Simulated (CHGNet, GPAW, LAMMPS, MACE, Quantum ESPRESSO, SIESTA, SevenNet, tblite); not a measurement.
**Other levels on amorphous Zn25Hg15S40 (80 atoms)**

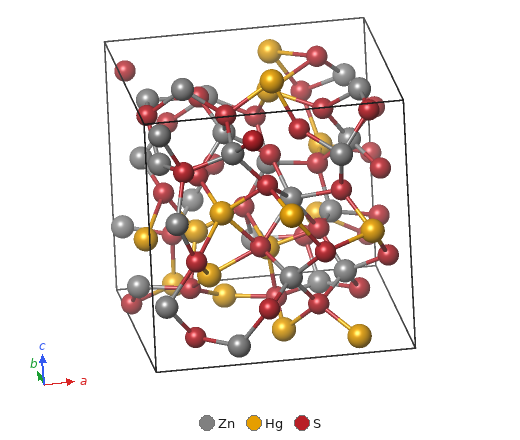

The cell (zinc grey, mercury orange, sulfur red). Bonds to atoms that aren't drawn are left out. Some periodic images of atoms are drawn too.

Density of this cell: 5.51 g/cm³. The cell holds 80 atoms: 25 Zn, 15 Hg and 40 S. Its edges and angles: a = 12.129 Å, b = 12.129 Å, c = 12.129 Å, α = 90.0°, β = 90.0°, γ = 90.0°. 80 atoms (25 Zn, 15 Hg, 40 S) placed at random at 5.51 g/cm³, melted at 2500 K for 10 ps at fixed volume with the Stillinger-Weber II-VI potential (Zhou et al., Phys. Rev. B 88, 085309 (2013)). Quenched from 2500 K to 300 K at 3 K/ps and fixed volume, held 5 ps, then minimised at fixed cell.

Geometry: as built.

The reference, a calculation:

* method: Kohn-Sham DFT, PBE, SSSP efficiency 1.3.0 pseudopotentials, plane waves (Quantum ESPRESSO 7.5); sssp-pbe-1.3.0-efficiency, cutoffs 55/440 Ry, Γ point
* r.m.s. force component: 0.3827 eV/Å
* longest force: 1.455 eV/Å
* pressure: -0.7577 GPa
* time: 14 min on 4 MPI ranks of Arm Neoverse V2, shared host
* CPU time: 56 min

Runs, in no order:
A. SIESTA PBE, TZP, shift 0.01 Ry, mesh 500 Ry: Kohn-Sham DFT, PBE, PseudoDojo 0.4.1 norm-conserving pseudopotentials (converted to PSML), numerical atomic orbitals (TZP), diagonalisation
B. GPAW PBE, LCAO dzp, h 0.2 Å: Kohn-Sham DFT, PBE, PAW, atomic orbitals (dzp)
C. GPAW PBE, grid h 0.24 Å: Kohn-Sham DFT, PBE, PAW, finite differences on a real-space grid
D. SevenNet l3i5 potential: machine-learned interatomic potential SevenNet l3i5, trained on PBE(+U) plane-wave data
E. QE PBE+D3(BJ), sssp-1.3.0-efficiency, 55/440 Ry: Kohn-Sham DFT, PBE+D3(BJ), SSSP efficiency 1.3.0 pseudopotentials, plane waves

Q: Order them from the smallest to the largest r.m.s. force difference.

E, C, B, D, A.

```tsv
run	Δ force, r.m.s. (meV/Å)	share of r.m.s. force (%)	CPU time
E. QE PBE+D3(BJ), sssp-1.3.0-efficiency, 55/440 Ry	7.96	2.08	56 min
C. GPAW PBE, grid h 0.24 Å	28.5	7.46	75 min
B. GPAW PBE, LCAO dzp, h 0.2 Å	57.5	15.0	5.6 min
D. SevenNet l3i5 potential	92.8	24.3	8.2 s
A. SIESTA PBE, TZP, shift 0.01 Ry, mesh 500 Ry	132	34.6	9 min
```

Machine-learned potentials mimic data converged in k, so the reference's own k-point error enters their differences. The network of bonds at the start is that of the classical potential that made the cell, and needn't be the one that DFT or experiment would give. The electronic-structure runs sample only Γ, in a cell whose shortest periodic width is 12 Å, which is coarse for a cell with partly filled levels.

[Logs are printed without paths, hosts, clocks, repeated set-up lines and the standing remarks that a program may print on its own settings, such as how far it seeks lower states.]

[Hosts, paths, dates, database ids (printed as entryN), source tags and the programs' standing remarks are cut or masked in the printed files.]
